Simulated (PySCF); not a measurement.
C$_{3}$H$_{11}$BSSi$_{2}$ (SMILES BC1([SiH2]S[SiH3])CC1)

The calculation's input:

```
{"job": {"kind": "uv", "xc": "CAM-B3LYP", "basis": "def2-SVPD", "nstates": 8, "ntriplets": 3}, "charge": 0, "multiplicity": 1}
B     -1.049406     1.200781     0.898936
C     -0.840843    -0.062572     0.035412
Si     0.125141    -1.535372     0.714313
S      1.972744    -0.911154     1.627976
Si     2.639531     0.723914     0.416595
C     -2.005747    -0.439926    -0.881816
C     -0.778095     0.115640    -1.479735
H     -1.503954     2.167661     0.417695
H     -0.775988     1.196996     2.036626
H      0.471512    -2.449809    -0.377484
H     -0.574217    -2.226844     1.790257
H      3.905399     1.092395     1.025263
H      2.804359     0.261862    -0.958477
H      1.644595     1.790291     0.477372
H     -2.890589     0.177992    -0.845006
H     -2.217786    -1.491905    -1.004639
H     -0.803383     1.123423    -1.867165
H     -0.132033    -0.547049    -2.037780
```

Command:

```sh
OMP_NUM_THREADS=1 python probes_run.py task.json out
```

Geometry: GFN2-xTB.

The calculation used CAM-B3LYP/def2-SVPD, SCF density, gas phase in PySCF 2.14.0.

Predict the electron density and electron localisation function between the atoms.

Answer. Si–S (2.14 Å): ρ is about 0.81 e/Å³ halfway; the ELF peaks at about 0.90 between the atoms; a covalent bond.

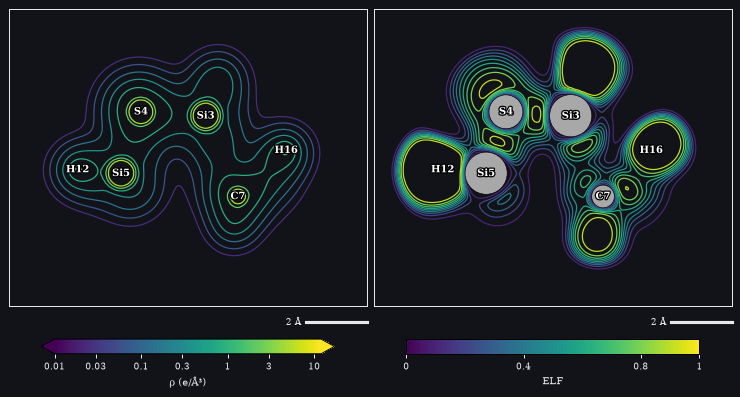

Computed electron density and electron localisation function on the plane of atoms S4, Si5 and H12, in this order. Grey discs cover the atomic cores in the ELF map. 
